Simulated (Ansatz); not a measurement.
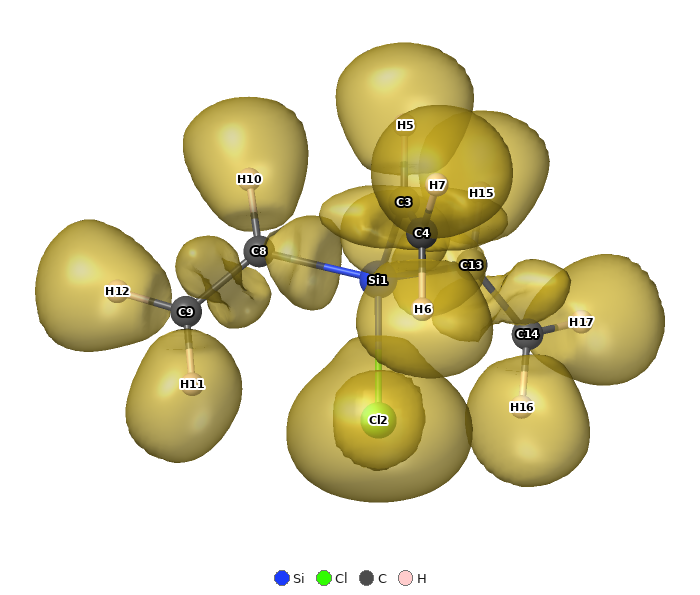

Figure. C6H9ClSi (SiCl(vinyl)3). Isosurface of the electron localisation function at 0.75 (yellow), seen from one side. Only the valence region is drawn (cores and ρ < 0.01 e/Å³ removed).

Geometry: PBE-D4/def2-SVP; not at a stationary point (largest force 0.6 eV/Å).

The calculation used RKS PBE0-D4/def2-TZVP (Ansatz).

```xyz
17

Si   -0.0012    0.0014    0.0498
Cl    0.0238    0.0105    2.1495
C     1.7478   -0.2829   -0.5652
C     2.8225   -0.4801    0.2229
H     1.8953   -0.2873   -1.6633
H     2.7339   -0.4849    1.3231
H     3.8318   -0.6439   -0.1937
C    -0.6421    1.6604   -0.5458
C    -0.9909    2.6873    0.2534
H    -0.7359    1.7940   -1.6417
H    -0.9183    2.6097    1.3520
H    -1.3621    3.6448   -0.1522
C    -1.1297   -1.3813   -0.5265
C    -1.8189   -2.2066    0.2851
H    -1.2281   -1.5206   -1.6213
H    -1.7578   -2.1141    1.3833
H    -2.4700   -3.0064   -0.1093
```

Where are the electrons localised?

At this value the surface marks out three regions between bonded C–C atoms (shared pairs), three regions between bonded C–Si atoms (shared pairs), nine regions around hydrogen nuclei and one region on Cl in which the atom's valence shell and bonds are merged.

Values along the shortest contacts:
C–C (1.35 Å): the ELF peaks at about 0.90 between the atoms: localised, covalent bonding. C–Si (1.88 Å): the ELF peaks at about 0.95 between the atoms (localised, covalent bonding).
